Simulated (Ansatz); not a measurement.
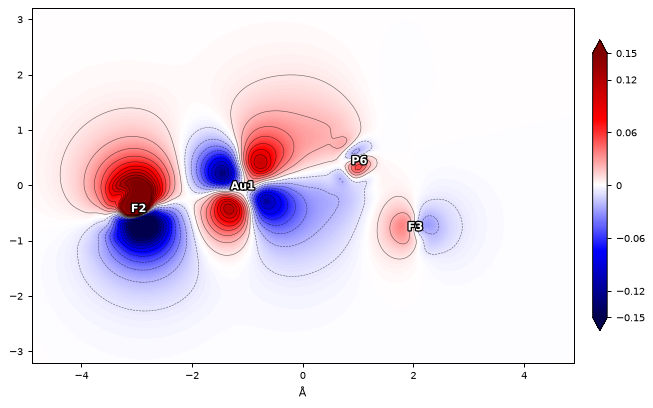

The picture shows: AuF4P (SMILES [F][Au-][P+](F)(F)F). The HOMO−1 on the plane of atoms Au1, P6 and F3 (values in Å⁻³ᐟ²; the overall sign is arbitrary).

Geometry: PBE0-D4/def2-SVP; core potentials replace the inner electrons of Au.

Level of theory: isolated molecule in a Gaussian basis; Kohn-Sham density functional theory, functional PBE0 (Ansatz).

```yaml
atoms:
  - { symbol: Au, position_ang: [-0.6671, 0.9599, 1.4573] }
  - { symbol: F, position_ang: [-0.5053, 2.7377, 2.1780] }
  - { symbol: F, position_ang: [-1.5909, -1.2050, -0.7187] }
  - { symbol: F, position_ang: [-1.6081, -2.1040, 1.5028] }
  - { symbol: F, position_ang: [0.4687, -1.8217, 0.3404] }
  - { symbol: P, position_ang: [-0.8478, -1.0260, 0.6522] }
```

Question: Where does this orbital lie, and at what energy?

Answer: Its weight (Hirshfeld) is mainly on F2 (about 65 %) and Au1 (about 30 %). It is one of a degenerate set, so its orientation is arbitrary. Its energy is −9.30 eV.
